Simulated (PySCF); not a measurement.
```yaml
atoms:
  - { symbol: C, position_ang: [-2.0437, 0.4787, 1.0219] }
  - { symbol: B, position_ang: [-1.5586, -0.1467, -0.3468] }
  - { symbol: B, position_ang: [-0.4866, 0.5316, -1.3450] }
  - { symbol: Si, position_ang: [1.4445, 0.2580, -1.1312] }
  - { symbol: C, position_ang: [1.7878, -0.7313, 0.5283] }
  - { symbol: F, position_ang: [1.3541, -0.0626, 1.6248] }
  - { symbol: F, position_ang: [1.1452, -1.9234, 0.5572] }
  - { symbol: F, position_ang: [3.0867, -1.0065, 0.7559] }
  - { symbol: H, position_ang: [-1.9635, 1.5611, 1.0858] }
  - { symbol: H, position_ang: [-1.3886, 0.0704, 1.7933] }
  - { symbol: H, position_ang: [-3.0549, 0.1907, 1.2973] }
  - { symbol: H, position_ang: [-1.9907, -1.2178, -0.5813] }
  - { symbol: H, position_ang: [-0.7865, 1.1899, -2.2702] }
  - { symbol: H, position_ang: [2.3133, 1.4276, -0.9146] }
  - { symbol: H, position_ang: [2.1369, -0.6118, -2.0974] }
```

Geometry: GFN2-xTB.

Theory: PBE0/pcSseg-1, SCF density, gas phase, non-relativistic (PySCF 2.14.0).

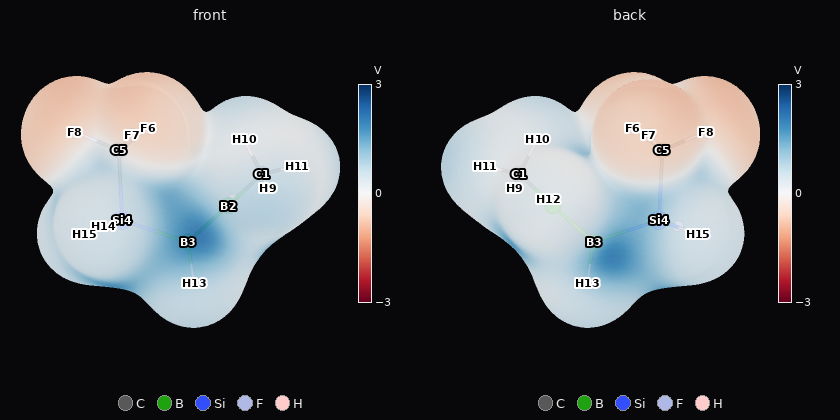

C$_{2}$H$_{7}$B$_{2}$F$_{3}$Si. The electrostatic potential painted on the density surface at 0.002 e/bohr³, seen from the front and from behind; the colour scale runs from red (negative) to blue (positive).

**Where is the surface potential most negative and most positive?**

The most negative region (about −0.8 V, or −18 kcal/mol for a unit charge) lies over F6, F7 and F8, the most positive (about +2.0 V, or +46 kcal/mol for a unit charge) over B3.

**What dipole moment does the calculation give?**

Its dipole moment is 2.75 D.
